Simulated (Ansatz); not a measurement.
C2H5NO2: several calculations on one system

## 1. Relaxation

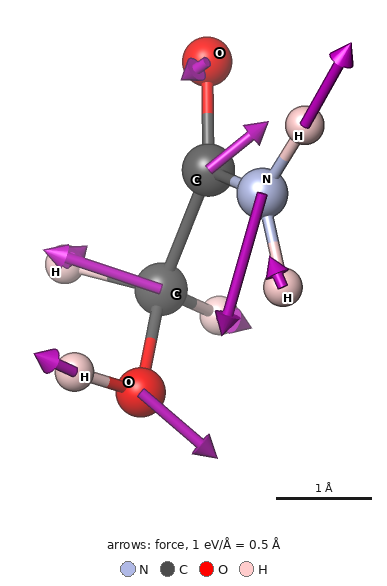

Starting geometry of C$_{2}$H$_{5}$NO$_{2}$ with the computed forces as purple arrows. A ball-and-stick model, seen from a free direction.

The run prepares an end point of a later path (torsion) calculation, from a guessed geometry.

These are results of RKS PBE-D4/def2-SVP (Ansatz), not measurements.

The input:
```yaml
crystal:
  periodic: [false, false, false]
  atoms:
    - { symbol: "N", position_ang: [0.6206, -0.2079, -1.263] }
    - { symbol: C, position_ang: [-0.0956, -0.7974, -0.2603] }
    - { symbol: O, position_ang: [-0.4987, -1.9549, -0.3768] }
    - { symbol: C, position_ang: [-0.2411, 0.0752, 0.9818] }
    - { symbol: O, position_ang: [-0.0382, 1.4366, 0.746] }
    - { symbol: H, position_ang: [0.8628, -0.7212, -2.0566] }
    - { symbol: H, position_ang: [1.1508, 0.66, -1.0464] }
    - { symbol: H, position_ang: [-1.3167, -0.0194, 1.3022] }
    - { symbol: H, position_ang: [0.3529, -0.2781, 1.8184] }
    - { symbol: H, position_ang: [-0.7136, 1.7559, 0.1577] }
basis:
  gaussian: { orbitals: def2-SVP }
hamiltonian:
  xc: pbe
  dispersion: d4
relax:
  f_tol: 0.015
  max_steps: 40
```

Run as
```bash
ansatz run input.yaml --threads 2 --pin off --max-ram 3072MiB --backend cpu --events-out ev --progress --plain --runs-dir out
```

> Is this structure relaxed? If not, where do the atoms go?

It isn't relaxed: the largest force vector, on N1, is 3.18 eV/Å. The final displacements follow the starting forces only in part (cosine between the two patterns 0.34). The largest move after the best rigid fit is that of H10, 0.13 Å. By element the largest moves are H 0.13 Å, O 0.07 Å, C 0.07 Å, N 0.04 Å. Some distances before and after: N1–H6 0.976 → 1.019 Å, C4–H9 1.085 → 1.111 Å, C4–O5 1.396 → 1.420 Å, O5–H10 0.951 → 0.975 Å. Bond angles that change, for instance: O5–C4–H8 105.6° → 113.6°, C2–C4–H9 112.9° → 106.9°, N1–C2–O3 120.5° → 125.2°. After 9 geometry steps the energy has fallen by 0.251 eV. The largest force component goes from 2.6 to 0.014 eV/Å.

## 2. Relaxation

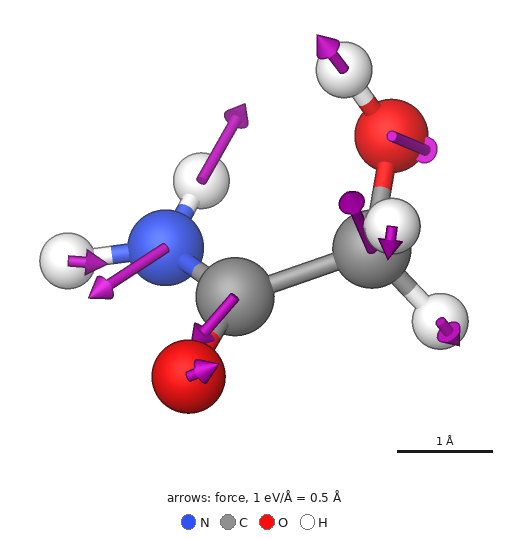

Starting geometry of C2H5NO2 with the computed forces as purple arrows. The picture is a ball-and-stick view, seen at a tilt.

The run prepares an end point of a later path (torsion) calculation, from a guessed geometry.

These are results of RKS PBE-D4/def2-SVP (Ansatz), not measurements.

Input file:
```yaml
crystal:
  periodic: [false, false, false]
  atoms:
    - { symbol: "N", position_ang: [0.6206, -0.2079, -1.263] }
    - { symbol: C, position_ang: [-0.0956, -0.7974, -0.2603] }
    - { symbol: O, position_ang: [-0.34828, -0.17967, 0.77432] }
    - { symbol: C, position_ang: [-0.59132, -2.19779, -0.60467] }
    - { symbol: O, position_ang: [0.11495, -2.81085, -1.64174] }
    - { symbol: H, position_ang: [0.8628, -0.7212, -2.0566] }
    - { symbol: H, position_ang: [1.1508, 0.66, -1.0464] }
    - { symbol: H, position_ang: [-0.39655, -2.82819, 0.30811] }
    - { symbol: H, position_ang: [-1.6626, -2.23733, -0.77307] }
    - { symbol: H, position_ang: [1.01635, -2.94413, -1.36985] }
basis:
  gaussian: { orbitals: def2-SVP }
hamiltonian:
  xc: pbe
  dispersion: d4
relax:
  f_tol: 0.015
  max_steps: 40
output:
  orbitals: {}
```

Command:
```bash
ansatz run input.yaml --threads 2 --pin off --max-ram 3072MiB --backend cpu --events-out ev --progress --plain --runs-dir out
```

Q: Is this structure relaxed? If not, where do the atoms go?

A: It isn't relaxed: the largest force vector, on C4, is 2.49 eV/Å. The final displacements follow the starting forces only in part (cosine between the two patterns 0.31). H7 moves most after the best rigid fit: 0.18 Å. Largest moves by element: H 0.18 Å, N 0.10 Å, O 0.08 Å, C 0.07 Å. Near-neighbour distances that change, for instance: N1–H6 0.976 → 1.021 Å, C4–H9 1.085 → 1.111 Å, C4–O5 1.396 → 1.421 Å, O5–H10 0.951 → 0.975 Å. Among the angles between lasting bonds that change: O5–C4–H8 105.6° → 113.7°, C2–C4–H9 112.9° → 106.9°, N1–C2–O3 120.5° → 125.2°. The energy falls by 25.4 kJ/mol in 6 accepted moves (8 points after the start). The largest force component goes from 1.9 to 0.012 eV/Å. The line search rejected the trial steps at points 3, 5 of the run. The run took 16 s on 2 threads of Arm Neoverse V1, with other jobs on the host, peak memory 0.12 GiB.

## 3. Path

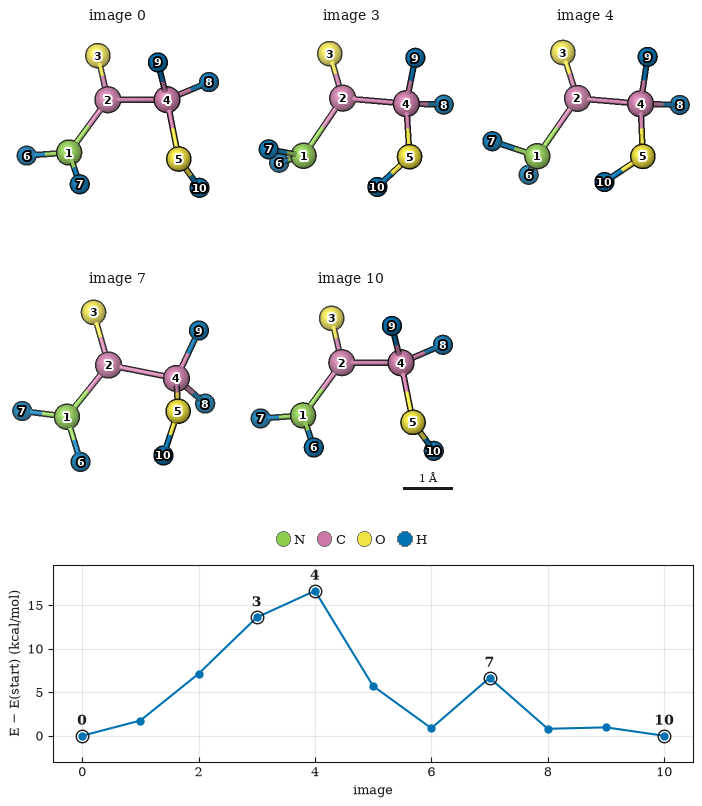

A search for the minimum-energy path of C2H5NO2 by the nudged elastic band. Images are numbered from 0 (start) to 10 (end). The picture is a ball-and-stick view, seen at a tilt.

Theory: Ansatz 0.2.0, RKS PBE-D4/def2-SVP. Set-up: 9 movable images; climbing image; force threshold 0.05 eV/Å; iteration limit 60; starting path through a guess of the saddle point.

Q: What happens along the path, and what is the barrier?

A: The barrier is about 16.7 kcal/mol in both directions, with image 4 at the top; the ends have the same energy. The profile has 2 maxima (images 4, 7) with a dip at image 6 (+0.9 kcal/mol), so the process runs in steps. The path has more than one stage, and so few images may leave a stage unresolved. No bond forms or breaks between the ends. Among the angles between lasting bonds that change up to the highest image: H6–N1–H7 121.1° → 104.0°, C2–N1–H6 119.5° → 107.3°. The band converged in 33 iterations. The largest component of the band force went from 31 to 0.043 eV/Å. The climbing image converged on the top of the path. Its vibrational analysis gives one imaginary mode (412i cm⁻¹), as a transition state must have.

Cost: 7.1 min on 2 threads of Arm Neoverse V1 (shared host), peak memory 0.13 GiB.
